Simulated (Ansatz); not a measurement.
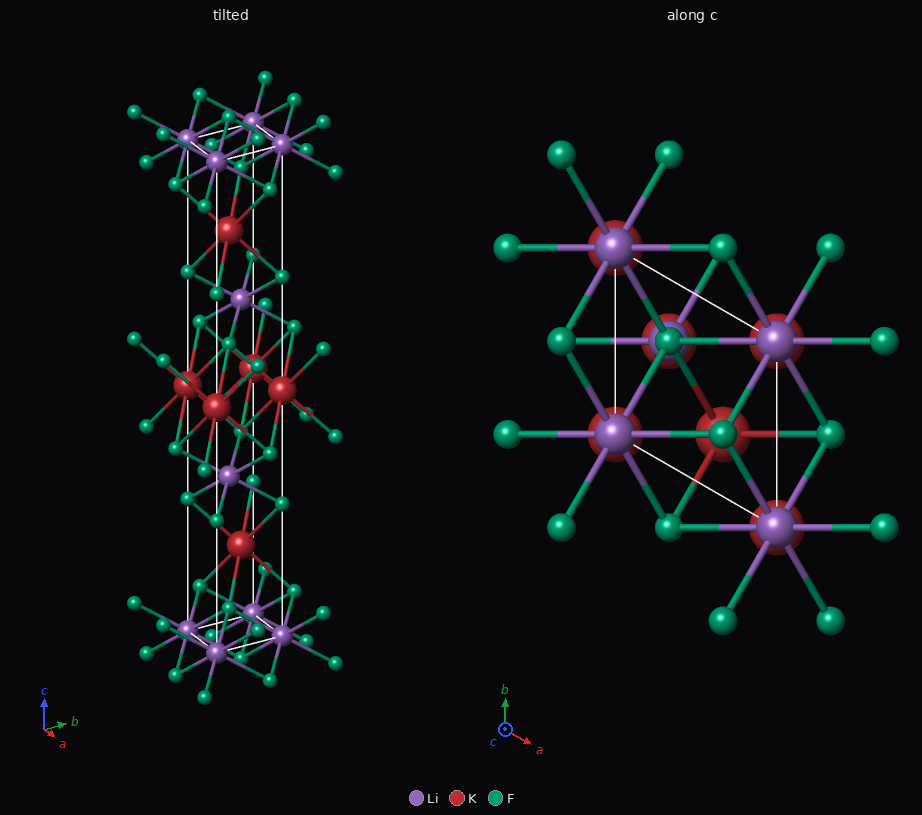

Crystal structure, ball-and-stick style, seen slightly off an axis and along the c axis. The conventional unit cell is outlined; an atom on or near a face, edge or corner is repeated at each equivalent position. Some atoms of the next cells are drawn as well.

KLiF2, α-NaFeO₂ type, space group R-3m (No. 166), a = 3.245 Å, b = 3.245 Å, c = 16.947 Å, α = 90.00°, β = 90.00°, γ = 120.00°. Starting structure: a structure type filled with these elements by a generator (whether the compound takes this form wasn't checked). Earlier steps of the study may have refined or changed the cell and positions. It went into a calculation with Ansatz.

This one geometry was computed with Ansatz (DFT, plane waves, PAW) at four levels of theory: r2SCAN, PBE, PBE0 and HSE06. It was relaxed beforehand with r2SCAN.

Which level gives the highest pressure at this volume, and what does that say about its equilibrium volume?

Answer. Highest: PBE (2.7 GPa), which points to the largest equilibrium volume. Lowest, with the smallest volume: r2SCAN (0.0 GPa). Levels within 0.5 GPa of each other can't be told apart.

How does the band gap change with the level of theory?

Answer. PBE: a gap of 6.70 eV, direct; r2SCAN: a gap of 7.45 eV, direct; HSE06: a gap of 8.77 eV, direct; PBE0: a gap of 9.54 eV, direct.

Collect the results in a table.

Answer.
| level | cutoff (eV) | k-mesh of the run's cell | gap (eV) | pressure (GPa) |
| --- | --- | --- | --- | --- |
| r2SCAN | 500 | 10×10×10 | 7.45 | 0.0 |
| PBE | 420 | 10×10×10 | 6.70 | 2.7 |
| PBE0 | 420 | 6×6×6 | 9.54 | 1.0 |
| HSE06 | 420 | 6×6×6 | 8.77 | 1.1 |

Gaps are taken on the k-mesh or band path of each run.
